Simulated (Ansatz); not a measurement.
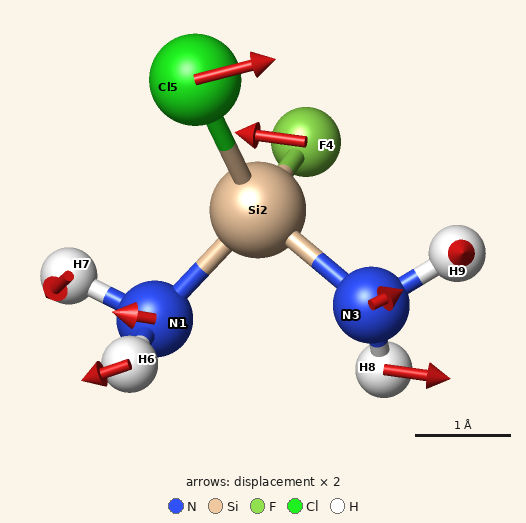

A relaxation of SiN$_{2}$H$_{4}$ClF (coarse preliminary run). The starting structure is drawn; red arrows show the displacements, 2 times their true length. The two geometries are superimposed by the best rigid fit.

Style: ball-and-stick. Shown face on.

The start comes from a force field.

Level of theory: Ansatz 0.2.0, RKS PBE-D4/def2-SVP.

Input
```yaml
crystal:
  periodic: [false, false, false]
  atoms:
    - {symbol: N, position_ang: [-1.087700, 0.297500, -0.692300]}
    - {symbol: Si, position_ang: [0.442100, 0.012700, -0.271500]}
    - {symbol: N, position_ang: [0.137400, -0.495000, 1.283400]}
    - {symbol: F, position_ang: [1.067200, -1.197500, -1.122100]}
    - {symbol: Cl, position_ang: [1.618100, 1.648700, -0.397300]}
    - {symbol: H, position_ang: [-1.468800, 1.072600, -0.064900]}
    - {symbol: H, position_ang: [-1.097500, 0.775300, -1.618900]}
    - {symbol: H, position_ang: [-0.524300, -1.179400, 1.221300]}
    - {symbol: H, position_ang: [1.001800, -0.981200, 1.645200]}
basis:
  gaussian: {orbitals: def2-SVP}
hamiltonian: {xc: pbe, dispersion: d4}
relax: {f_tol: 0.03, max_steps: 200}
```

**What happened in the run?**

After 8 accepted moves (9 points after the start) the energy has fallen by 25.1 kcal/mol. Largest force component: 4.5 eV/Å at the start, 0.013 eV/Å at the end. The line search rejected the trial step at point 7 of the run. Cl5 moves most after the best rigid fit: 0.45 Å. Largest moves by element: Cl 0.45 Å, F 0.39 Å, H 0.38 Å, N 0.24 Å, Si 0.04 Å. Some distances before and after: N1–Si2 1.612 → 1.714 Å, N3–H8 0.954 → 1.022 Å, Si2–Cl5 2.019 → 2.084 Å, N1–H6 1.068 → 1.022 Å. Among the angles between lasting bonds that change: Si2–N3–H8 106.6° → 120.0°, Si2–N3–H9 108.1° → 120.5°, N1–Si2–N3 97.1° → 109.0°.
